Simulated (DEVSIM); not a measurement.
System: abrupt Si p-n junction, at 300 K.

```csv
layer (left to right),material,thickness (μm),Nd (cm⁻³),Na (cm⁻³),τn (s),τp (s)
1,Si,14.0,-,1.3e17,1.1e-6,1.1e-6
2,Si,5.40,6e17,-,1.1e-6,1.1e-6
```

Left contact: ohmic. Right contact: ohmic. Voltage is applied to the left contact. Recombination: SRH at mid-gap, radiative. Mobility is μmin + (μ − μmin)/(1 + (N/Nref)^α).

The device is made up for the run: typed textbook-type constants, with dimensions and the other settings drawn at random. Values at 300 K.

```csv
parameter,Si
gap (eV),1.124
affinity (eV),4.05
permittivity,11.7
Nc (cm⁻³),2.86e19
Nv (cm⁻³),3.1e19
μn (cm²/Vs),1417
μp (cm²/Vs),470
"μn,min",52
"μp,min",45
"Nref,n",9.7e16
"Nref,p",2.2e17
αn,0.68
αp,0.72
B (cm³/s),4.7e-15
```

Model (solved in DEVSIM): 1D drift-diffusion, Boltzmann statistics, complete ionisation; no tunnelling, impact ionisation, image-force lowering or self-heating.

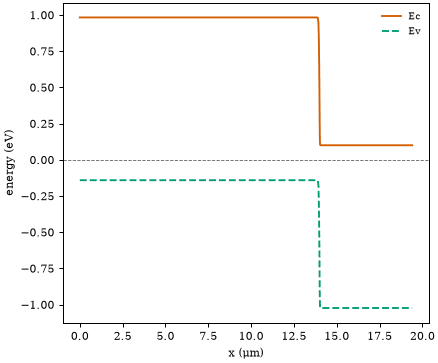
*Band edges at zero bias*

Energies count from the Fermi level of the right contact; mesh points crowd at the junctions.

```json
[
 {"x (μm)": "0.000", "Ec (eV)": "0.982", "Ev (eV)": "-0.142", "n (cm⁻³)": "890", "p (cm⁻³)": "1.3e17", "field (V/cm)": "≈ 0"},
 {"x (μm)": "0.03486", "Ec (eV)": "0.982", "Ev (eV)": "-0.142", "n (cm⁻³)": "890", "p (cm⁻³)": "1.3e17", "field (V/cm)": "≈ 0"},
 {"x (μm)": "0.1262", "Ec (eV)": "0.982", "Ev (eV)": "-0.142", "n (cm⁻³)": "890", "p (cm⁻³)": "1.3e17", "field (V/cm)": "≈ 0"},
 {"x (μm)": "0.3436", "Ec (eV)": "0.982", "Ev (eV)": "-0.142", "n (cm⁻³)": "890", "p (cm⁻³)": "1.3e17", "field (V/cm)": "≈ 0"},
 {"x (μm)": "1.222", "Ec (eV)": "0.982", "Ev (eV)": "-0.142", "n (cm⁻³)": "890", "p (cm⁻³)": "1.3e17", "field (V/cm)": "≈ 0"},
 {"x (μm)": "3.025", "Ec (eV)": "0.982", "Ev (eV)": "-0.142", "n (cm⁻³)": "890", "p (cm⁻³)": "1.3e17", "field (V/cm)": "≈ 0"},
 {"x (μm)": "7.549", "Ec (eV)": "0.982", "Ev (eV)": "-0.142", "n (cm⁻³)": "890", "p (cm⁻³)": "1.3e17", "field (V/cm)": "≈ 0"},
 {"x (μm)": "12.03", "Ec (eV)": "0.982", "Ev (eV)": "-0.142", "n (cm⁻³)": "890", "p (cm⁻³)": "1.3e17", "field (V/cm)": "≈ 0"},
 {"x (μm)": "13.24", "Ec (eV)": "0.982", "Ev (eV)": "-0.142", "n (cm⁻³)": "890", "p (cm⁻³)": "1.3e17", "field (V/cm)": "≈ 0"},
 {"x (μm)": "13.71", "Ec (eV)": "0.982", "Ev (eV)": "-0.142", "n (cm⁻³)": "890", "p (cm⁻³)": "1.3e17", "field (V/cm)": "≈ 0"},
 {"x (μm)": "13.89", "Ec (eV)": "0.980", "Ev (eV)": "-0.144", "n (cm⁻³)": "970", "p (cm⁻³)": "1.2e17", "field (V/cm)": "-1900"},
 {"x (μm)": "13.99", "Ec (eV)": "0.488", "Ev (eV)": "-0.636", "n (cm⁻³)": "1.8e11", "p (cm⁻³)": "6.4e8", "field (V/cm)": "-140000"},
 {"x (μm)": "14.01", "Ec (eV)": "0.130", "Ev (eV)": "-0.994", "n (cm⁻³)": "1.9e17", "p (cm⁻³)": "620", "field (V/cm)": "-48000"},
 {"x (μm)": "14.07", "Ec (eV)": "0.100", "Ev (eV)": "-1.024", "n (cm⁻³)": "6.0e17", "p (cm⁻³)": "190", "field (V/cm)": "≈ 0"},
 {"x (μm)": "14.29", "Ec (eV)": "0.100", "Ev (eV)": "-1.024", "n (cm⁻³)": "6.0e17", "p (cm⁻³)": "190", "field (V/cm)": "≈ 0"},
 {"x (μm)": "14.73", "Ec (eV)": "0.100", "Ev (eV)": "-1.024", "n (cm⁻³)": "6.0e17", "p (cm⁻³)": "190", "field (V/cm)": "≈ 0"},
 {"x (μm)": "15.81", "Ec (eV)": "0.100", "Ev (eV)": "-1.024", "n (cm⁻³)": "6.0e17", "p (cm⁻³)": "190", "field (V/cm)": "≈ 0"},
 {"x (μm)": "17.81", "Ec (eV)": "0.100", "Ev (eV)": "-1.024", "n (cm⁻³)": "6.0e17", "p (cm⁻³)": "190", "field (V/cm)": "≈ 0"},
 {"x (μm)": "18.95", "Ec (eV)": "0.100", "Ev (eV)": "-1.024", "n (cm⁻³)": "6.0e17", "p (cm⁻³)": "190", "field (V/cm)": "≈ 0"},
 {"x (μm)": "19.23", "Ec (eV)": "0.100", "Ev (eV)": "-1.024", "n (cm⁻³)": "6.0e17", "p (cm⁻³)": "190", "field (V/cm)": "≈ 0"},
 {"x (μm)": "19.34", "Ec (eV)": "0.100", "Ev (eV)": "-1.024", "n (cm⁻³)": "6.0e17", "p (cm⁻³)": "190", "field (V/cm)": "≈ 0"},
 {"x (μm)": "19.40", "Ec (eV)": "0.100", "Ev (eV)": "-1.024", "n (cm⁻³)": "6.0e17", "p (cm⁻³)": "190", "field (V/cm)": "≈ 0"}
]
```
